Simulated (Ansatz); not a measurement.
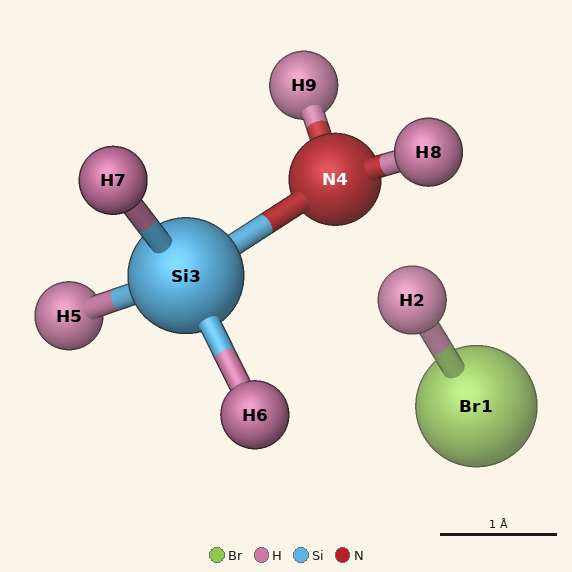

(Drawn from a calculation with Ansatz.)

Orthographic view. Distant atoms are faded towards the background colour. Geometry: a pair of rigid molecules at a changed separation.

Write the connection table.

Br1: H2
H2: Br1
Si3: N4, H5, H6, H7
N4: Si3, H8, H9
H5: Si3
H6: Si3
H7: Si3
H8: N4
H9: N4
